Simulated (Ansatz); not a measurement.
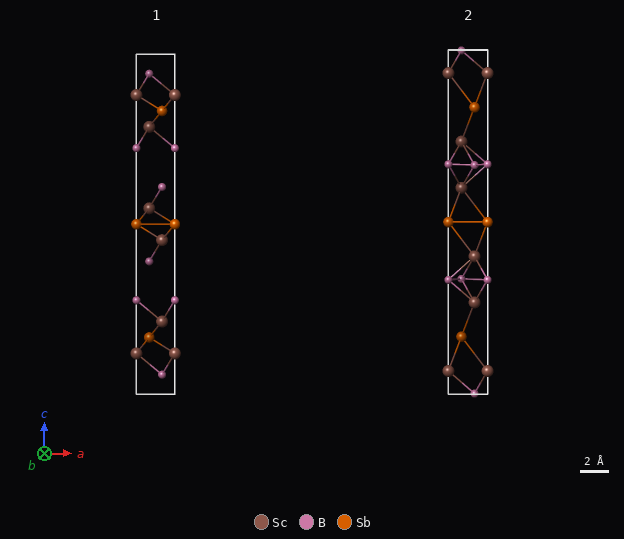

Two geometries of a crystal of Sc₂B₂Sb (a generated structure, set up in R-3m) (coarse preliminary run), drawn at one scale. One is the start of a relaxation, the other its converged end. Style: ball-and-stick. Shown: the conventional cell (3 times the calculation's cell), along the b axis. Lengths and directions refer to the drawn axes.

The calculation used Ansatz, DFT PBE, scalar-relativistic, plane waves, PAW. Settings: plane-wave cutoff 420 eV; k-point mesh 6 × 6 × 6; occupations gaussian; smearing width 0.1 eV; no spin polarisation; cell and atoms relaxed; force threshold 0.04 eV/Å; at most 70 steps.

Question: Which geometry has the lower energy?

Answer: Structure 2 is the relaxed one. The largest moves relative to the cell, 1.38 Å, are those of B atoms. Largest moves by element: B 1.38 Å, Sc 1.30 Å. Sb stays in place. The drawn cell changes as follows: a = b 3.189 → 3.246 Å (+1.8 %), c 24.409 → 24.719 Å (+1.3 %); the volume changes by +4.9 %. Near-neighbour distances that change, for instance: Sc–Sc 5.846 → 3.318 Å, Sc–Sc 2.939 → 5.266 Å, B–Sc 4.693 → 2.525 Å, B–B 3.342 → 1.875 Å. New bonds form: B–B (3.34 → 1.88 Å), B–Sc (4.69 → 2.52 Å). Among the angles between lasting bonds that change: Sb–Sc–Sb 94.7° → 63.3°, B–Sc–Sb 90.6° → 107.0°, B–Sc–Sb 172.2° → 168.3°. The space group stays R-3m (No. 166). The energy falls by 23.958 eV per cell of the calculation in 13 accepted moves (14 points after the start). The largest force component goes from 18 to 0.00062 eV/Å. Pressure: 105.11 GPa at the start and −0.02 GPa at the end. The SCF was repeated once at an unchanged geometry on a basis and grid sized afresh for the cell, which shifted the energy by 2.4 meV per cell of the calculation at most. Cost: 69 s on 1 thread of Arm Neoverse V2, with other jobs on the host, peak memory 0.39 GiB.
